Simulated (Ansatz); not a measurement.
**Ru (hcp, Mg type): scan of one atom of the cell**

Relaxed Ru (hcp, Mg type):

```yaml
crystal:
  lattice:
    - [2.69188, 0.00000, 0.00000]
    - [-1.34594, 2.33123, 0.00000]
    - [0.00000, 0.00000, 4.24566]
  atoms:
    - { symbol: Ru, position: [0.33333, 0.66667, 0.75000] }
    - { symbol: Ru, position: [0.66667, 0.33333, 0.25000] }
```

In each cell atom 1 (Ru, nearest neighbour Ru at 2.631 Å; its periodic images, 2.7 Å or more away, move with it) moves by s·(0.707, 0.707, 0.000) (along Cartesian [110]), the rest being held.

All values below come from PBEsol (plane waves to 420 eV, PAW, scalar-relativistic; Ansatz, a program for electronic structure). k mesh 16×16×9 (Γ-centred), Fermi-Dirac smearing 0.05 eV. Energies are smeared free energies. Stress and pressure are positive under compression. With partly filled bands, energies and forces of such displacements shift with the k mesh and the smearing. Ru is run without spin polarisation. Ru was relaxed with its symmetry unable to fall. ΔE is measured from the undisplaced structure.

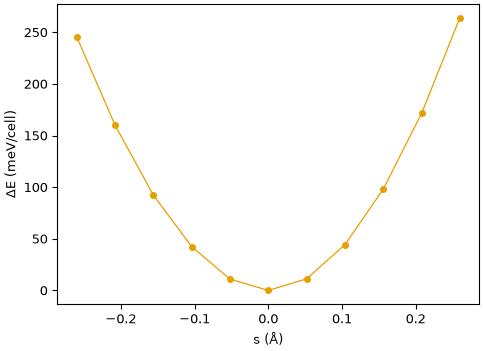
Figure: ΔE (meV/cell) against s (Å); markers are the computed points, lines only join them.

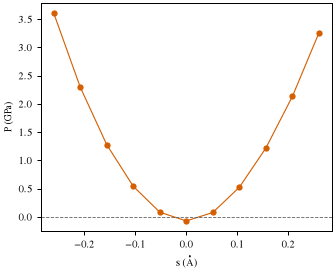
Figure: P (GPa) against s (Å); computed points joined by lines.

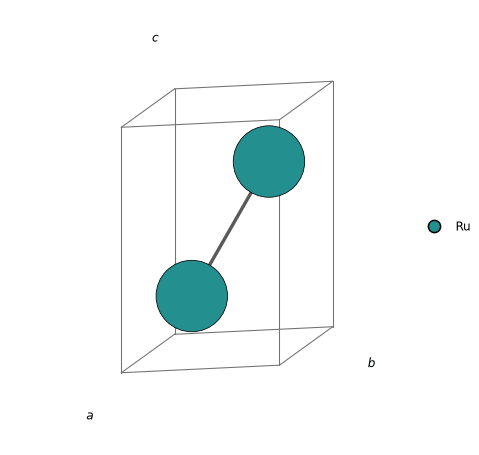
*The cell of the calculation at s = 0.260 Å.*

The force constant k = d²E/ds² at s = 0 (finite differences) comes out as 8.23 eV/Å² and the force along the line at s = -0.260 Å is 1.80 eV/Å. The zone-centre optical wavenumber from k is 210 cm⁻¹. Harmonic estimate at the end of the scan: ½ks² = 278 meV/cell against the computed 264 meV/cell, so the well is softer than harmonic there. Symmetry of the curve: not even: the positive side lies higher at ±0.260 Å.

With its periodic images moving along, the atom's site symmetry in this cell is -6m2.

(A displaced cell: forces are minus the slopes of the energy, force constants its curvatures, and phonons follow from these.)
